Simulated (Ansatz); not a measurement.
# BrFH4Si3: what the fields show

Input file:

```
basis:
  gaussian:
    orbitals: def2-SVPD
crystal:
  periodic: [false, false, false]
  atoms:
    - symbol: Br
      position_ang: [-0.887977, -0.728590, -3.753077]
    - symbol: F
      position_ang: [-2.218026, 1.912660, -2.266055]
    - symbol: Si
      position_ang: [-2.638742, 0.343020, -1.997200]
    - symbol: Si
      position_ang: [-0.406081, -0.414641, -1.475933]
    - symbol: Si
      position_ang: [1.470422, 0.985606, -1.504796]
    - symbol: H
      position_ang: [-0.116224, -1.795342, -0.975466]
    - symbol: H
      position_ang: [1.087657, 2.228728, -2.234885]
    - symbol: H
      position_ang: [2.634702, 0.333396, -2.176926]
    - symbol: H
      position_ang: [1.842971, 1.322382, -0.095895]
hamiltonian:
  xc: pbe0
output: {forces: true, orbitals: {seedname: orbitals}}
```

Run with:

```sh
ansatz run input.yaml --threads 2 --pin off --max-ram 4350MiB --events-out events.jsonl --progress --plain --runs-dir runs
```

Geometry: PBE0-D3(BJ)/def2-SVP.

Level of theory: isolated molecule in a Gaussian basis; Kohn-Sham density functional theory, functional PBE0 in Ansatz.

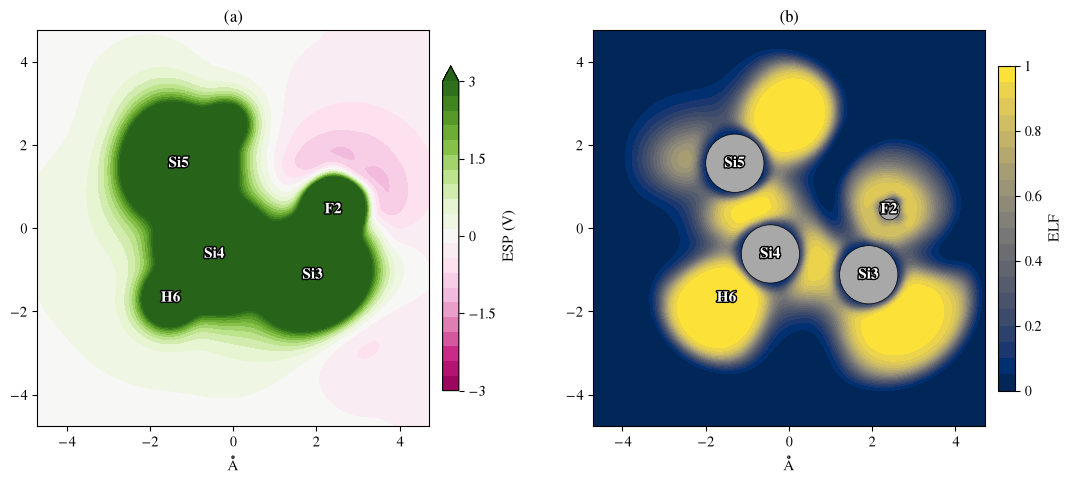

Figure 1. (a) electrostatic potential; (b) ELF on the plane of atoms F2, Si3 and Si4. Grey discs cover the atomic cores in the ELF map.

**Read the bonding off the picture.**

The section cuts through F, Si and H sites.
Si–F (1.65 Å): the ELF peaks at about 0.85 in the valence shell of F, 0.6 Å from its nucleus, and is about 0.45 at the midpoint.
Si–Si (2.34 Å): the ELF peaks at about 1 between the atoms: a covalent bond.
Si–H (1.50 Å): the ELF climbs to about 1 towards the hydrogen, as it does in any bond to H.
Si–Si (2.41 Å): the ELF peaks at about 0.95 between the atoms, as expected for a shared electron pair.
The ELF also peaks beside Si3 and F2, away from the bonds: lone-pair regions.
Outside the dense part of the molecule the potential is most negative (−1.1 V) near F2.

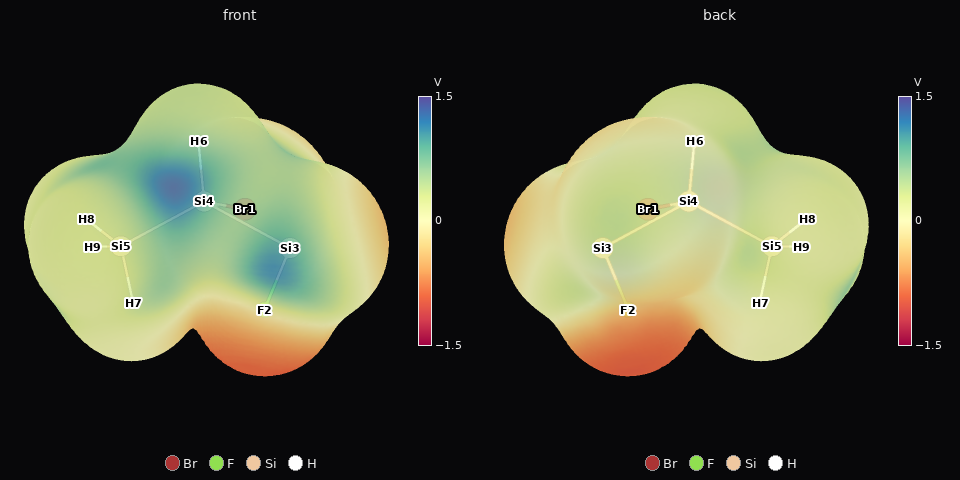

Figure 2. The electrostatic potential painted on the density surface at 0.001 e/bohr³, seen from the front and from behind; red is negative and blue positive.

**Where is the surface potential most negative and most positive?**

The most negative region (about −0.9 V, or −21 kcal/mol for a unit charge) lies over F2, the most positive (about +1.2 V, or +28 kcal/mol for a unit charge) over Si4. Br1 shows a σ-hole: about +0.3 V, or +7 kcal/mol for a unit charge at the tip opposite its bond, against about −0.2 V on its flanks.

**How polar is the molecule by this calculation?**

Its dipole moment is 1.86 D.

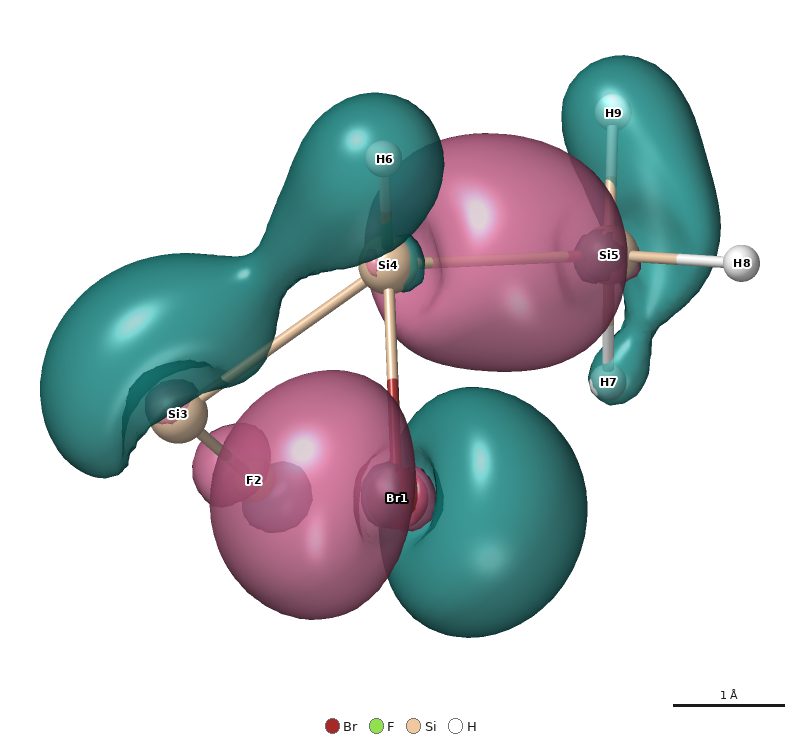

Figure 3. The HOMO−1 at ±0.1 Å⁻³ᐟ² (teal and pink are the two phases), seen at an oblique angle.

**What is the character of this orbital?**

Its weight (Hirshfeld) is mainly on Br1 (about 45 %), Si4 (about 15 %), Si5 (about 15 %) and Si3 (about 10 %). Its energy is −8.39 eV.
